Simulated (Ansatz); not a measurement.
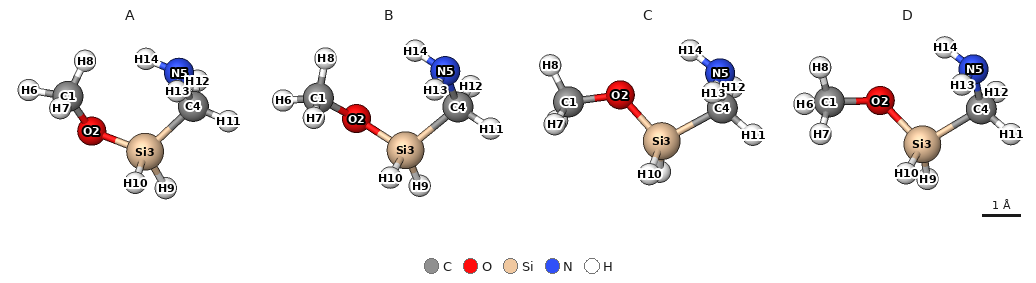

4 geometries from one relaxation of C2H9NOSi, in shuffled order. The picture is a ball-and-stick view, seen at a tilt.

The run prepares an end point of a later path (torsion) calculation, from a guessed geometry.

The calculation used RKS r2SCAN-D4/def2-SVP in Ansatz 0.2.0. (no spin polarisation; force threshold 0.015 eV/Å; at most 40 steps)

**Order the frames from highest to lowest energy.**

A, B, D, C. They are steps 0, 11, 21, 34, at +59.2 kJ/mol, +7.93 kJ/mol, +5.47 kJ/mol relative to the last. After 31 accepted moves (34 points after the start) the energy has fallen by 59.2 kJ/mol. Largest force component: 4 eV/Å at the start, 0.01 eV/Å at the end. The line search rejected the trial steps at points 13, 24, 31 of the run. The forces were under the threshold at step 30, but the run went on from there. The atom that moves furthest after the best rigid fit is H8 (1.43 Å). By element the largest moves are H 1.43 Å, O 1.22 Å, N 0.62 Å, C 0.51 Å, Si 0.33 Å. Near-neighbour distances that change, for instance: C4–H11 1.037 → 1.105 Å, Si3–C4 1.833 → 1.884 Å, C1–H6 1.157 → 1.107 Å, C1–O2 1.360 → 1.408 Å. Bond angles that change, for instance: O2–Si3–C4 118.4° → 103.5°, C1–O2–Si3 116.5° → 124.2°, C4–Si3–H9 108.8° → 114.7°. Groups turn about O2–Si3 by about 120°, C1–O2 by about 110°. The run took 2.7 min on 2 threads of Arm Neoverse V1, on a shared host, peak memory 0.18 GiB.
